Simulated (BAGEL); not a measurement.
# HF/3-21G (density fitting with qzvpp-jkfit) run of [SiHBr2]− (SMILES Br[SiH-]Br)

Aim: the vertical ionisation energy of [SiHBr2]− at HF/3-21G (density fitting with qzvpp-jkfit), from 2 runs. 

Program for the calculation: BAGEL 1.2.2.

## (1) The molecule

[SiHBr2]− has 4 atoms, charge -1, and is taken as a singlet. As SMILES, `Br[SiH-]Br`. The coordinates come from a GFN2-xTB relaxation.

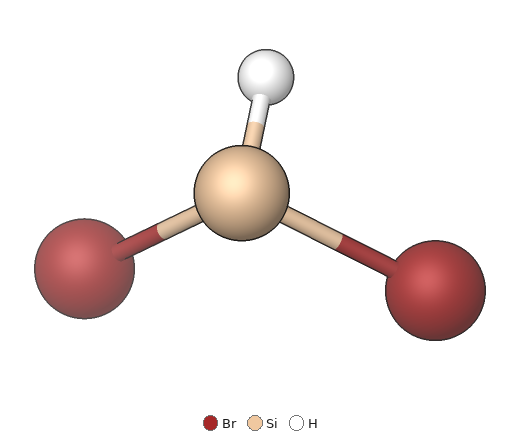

The structure, seen from a chosen angle (bromine red, silicon light orange, hydrogen white).

## (2) The energy at HF/3-21G (density fitting with qzvpp-jkfit)

Input file input.json:

```json
{ "bagel" : [

{
  "title" : "molecule",
  "basis" : "3-21g",
  "df_basis" : "qzvpp-jkfit",
  "angstrom" : true,
  "geometry" : [
    { "atom" : "Br", "xyz" : [      -2.058060,       0.167830,      -0.209820 ] },
    { "atom" : "Si", "xyz" : [       0.132470,       0.125520,       0.798800 ] },
    { "atom" : "Br", "xyz" : [       1.314300,      -1.520160,      -0.510110 ] },
    { "atom" : "H", "xyz" : [       0.611290,       1.226820,      -0.078870 ] }
  ]
},

{
  "title" : "hf",
  "charge" : -1
},

{
  "title" : "print",
  "file" : "orbitals.molden",
  "orbitals" : true
}

]}
```

On the command line:

```bash
$ BAGEL_NUM_THREADS=1 BAGEL input.json > input.out
```

Output:

```text
* using 1 threads per process

  ===============================================================
  ===============================================================

  *** Geometry ***

  { "atom" : "Br", "xyz" : [     -3.889170,      0.317153,     -0.396502 ] },
  { "atom" : "Si", "xyz" : [      0.250332,      0.237198,      1.509513 ] },
  { "atom" : "Br", "xyz" : [      2.483667,     -2.872686,     -0.963968 ] },
  { "atom" : "H", "xyz" : [      1.155171,      2.318354,     -0.149043 ] },

  Number of auxiliary basis functions:      678

  Since a DF basis is specified, we compute 2- and 3-index integrals:
    o Being stored without compression. Storage requirement is 0.019 GB

  Number of basis functions:       59
  Number of electrons      :       85

    * METHOD: MOLECULE                             0.31

  *** RHF ***

  === Nuclear Repulsion ===
   404.2337132642

      * DIIS with orbital gradients will be used.

  === RHF iteration (3-21g) ===
      0      -5408.13925913          0.00584086           0.12
      1      -5408.17660745          0.00186616           0.11
      2      -5408.18026072          0.00041616           0.11
      3      -5408.18071010          0.00012238           0.11
      4      -5408.18075202          0.00003212           0.11
      5      -5408.18075413          0.00000578           0.11
      6      -5408.18075420          0.00000168           0.11
      7      -5408.18075420          0.00000029           0.11
      8      -5408.18075420          0.00000009           0.11
      9      -5408.18075420          0.00000002           0.11
     10      -5408.18075420          0.00000000           0.11
    * SCF iteration converged.

    * Permanent dipole moment:
           (   -0.004313,    -0.053729,     0.220557) a.u.

    * METHOD: HF                                   1.41

    * METHOD: PRINT                                0.01

  ===============================================================
```

It took 1.9 s on 1 thread of Arm Neoverse V2, shared host.

## (3) Doublet neutral SiHBr2 at the same level

Input file input.json:

```json
{ "bagel": [

{
  "title": "molecule",
  "basis": "3-21g",
  "df_basis": "qzvpp-jkfit",
  "angstrom": "true",
  "geometry": [
    { "atom": "Br", "xyz": [      -2.058060,       0.167830,      -0.209820 ] },
    { "atom": "Si", "xyz": [       0.132470,       0.125520,       0.798800 ] },
    { "atom": "Br", "xyz": [       1.314300,      -1.520160,      -0.510110 ] },
    { "atom": "H", "xyz": [       0.611290,       1.226820,      -0.078870 ] }
  ]
},

{ "title": "uhf", "nopen": 1 },

{ "title": "print", "file": "orbitals.molden", "orbitals": "true" }

]}
```

On the command line:

```bash
$ BAGEL_NUM_THREADS=1 BAGEL input.json > input.out
```

Output:

```text
* using 1 threads per process

  ===============================================================
  ===============================================================

  *** Geometry ***

  { "atom" : "Br", "xyz" : [     -3.889170,      0.317153,     -0.396502 ] },
  { "atom" : "Si", "xyz" : [      0.250332,      0.237198,      1.509513 ] },
  { "atom" : "Br", "xyz" : [      2.483667,     -2.872686,     -0.963968 ] },
  { "atom" : "H", "xyz" : [      1.155171,      2.318354,     -0.149043 ] },

  Number of auxiliary basis functions:      678

  Since a DF basis is specified, we compute 2- and 3-index integrals:
    o Being stored without compression. Storage requirement is 0.019 GB

  Number of basis functions:       59
  Number of electrons      :       85

    * METHOD: MOLECULE                             0.31

  *** Open-shell HF ***

  === Nuclear Repulsion ===
   404.2337132642

      * DIIS with orbital gradients will be used.

  === UHF iteration (3-21g) ===
      0      -5407.99211168          0.01822405           0.22
      1      -5408.06617588          0.00859253           0.22
      2      -5408.08049813          0.00364163           0.22
      3      -5408.08362246          0.00084824           0.22
      4      -5408.08445457          0.00028892           0.22
      5      -5408.08460236          0.00011218           0.22
      6      -5408.08464108          0.00004424           0.22
      7      -5408.08464929          0.00002531           0.22
      8      -5408.08465216          0.00000924           0.22
      9      -5408.08465241          0.00000373           0.22
     10      -5408.08465244          0.00000185           0.22
     11      -5408.08465246          0.00000149           0.21
     12      -5408.08465247          0.00000093           0.21
     13      -5408.08465247          0.00000034           0.21
     14      -5408.08465247          0.00000016           0.21
     15      -5408.08465247          0.00000006           0.21
     16      -5408.08465247          0.00000003           0.21
     17      -5408.08465247          0.00000001           0.22
     18      -5408.08465247          0.00000000           0.22
    * SCF iteration converged.

    * S^2 (UHF) is 0.7592

    * Permanent dipole moment:
           (   -0.461245,    -0.714868,    -1.202676) a.u.

    * METHOD: UHF                                  4.28

    * METHOD: PRINT                                0.01

  ===============================================================
```

Run time: 4.8 s. Hardware: 1 thread of Arm Neoverse V2, shared host.

## (4) What came out

At HF/3-21G (density fitting with qzvpp-jkfit):

| quantity | value |
| --- | --- |
| singlet [SiHBr2]−: total energy | -5408.18075 Eh |
| singlet [SiHBr2]−: HOMO energy | -3.35 eV |
| singlet [SiHBr2]−: LUMO energy | 7.54 eV |
| singlet [SiHBr2]−: HOMO–LUMO gap (to an unbound level, set by the basis) | 10.89 eV |
| doublet neutral SiHBr2: total energy | -5408.08465 Eh |
| doublet neutral SiHBr2: dipole moment | 3.74 D |
| doublet neutral SiHBr2: ⟨S²⟩ | 0.759 |
| vertical detachment energy (to the doublet neutral) | 2.615 eV |

Removing an electron at fixed nuclei costs 2.62 eV (252 kJ/mol). −ε(HOMO) before ionisation, 3.35 eV, is 0.74 eV above this ionisation energy.
